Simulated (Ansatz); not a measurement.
**A computed series for HfB2: response to strain**

The reference is HfB$_{2}$ (space group P6/mmm, No. 191; relaxed with 0.1 eV smearing).

```
HfB2
1.0
    3.14568     0.00000     0.00000
   -1.57284     2.72424     0.00000
    0.00000     0.00000     3.48634
Hf B
1 2
Cartesian
  0.00000   0.00000   0.00000
  1.57284   0.90808   1.74317
  0.00000   1.81616   1.74317
```

Strains are applied to the cell and any free atomic positions relax.

Method: PBE (Ansatz, a quantum-chemistry and plane-wave program, PAW, scalar-relativistic without spin-orbit coupling).

Notes on the quantities. energy relative to the base: free energy F.

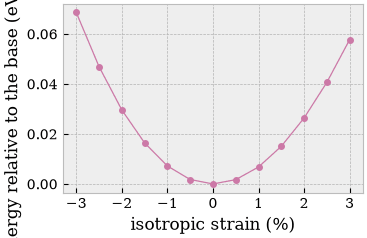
Figure: Energy relative to the base against isotropic strain

Task: From the plot, what is the energy relative to the base for isotropic strain +1.00 %?

Result: About 0.007 eV/atom.

Task: Is the trend monotonic over the range shown?

Result: No, it turns within the range, spanning 0 meV/atom to +69 meV/atom.

No phonon test of stability was made. The final runs are not spin-polarised.
